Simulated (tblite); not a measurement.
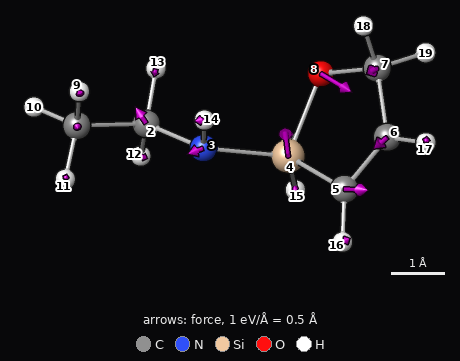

Starting geometry of C5H11NOSi with the computed forces as purple arrows. Style: ball-and-stick. Shown at a tilt.

Theory: tblite 0.8.0, GFN2-xTB geometry optimisation, gas phase. 

Question: What follows when this structure is relaxed?

Answer: It isn't relaxed: the largest force vector, on the Si atom, is 2.05 eV/Å. The final displacements have little in common with the starting forces (cosine between the two patterns 0.04). An H atom moves most after the best rigid fit: 1.74 Å. Largest moves by element: H 1.74 Å, N 1.41 Å, C 0.75 Å, Si 0.59 Å, O 0.42 Å. Some distances before and after: C–Si 1.815 → 1.888 Å, C–O 1.448 → 1.397 Å, O–Si 1.685 → 1.640 Å, C–H 1.114 → 1.095 Å. Among the angles between lasting bonds that change: N–Si–C 111.6° → 124.1°, Si–N–H 106.5° → 118.2°, Si–C–H 124.0° → 130.7°. Over 199 geometry steps the energy falls by 10.7 kcal/mol. The run took 2.6 s on 1 thread of Arm Neoverse N1 (shared host).
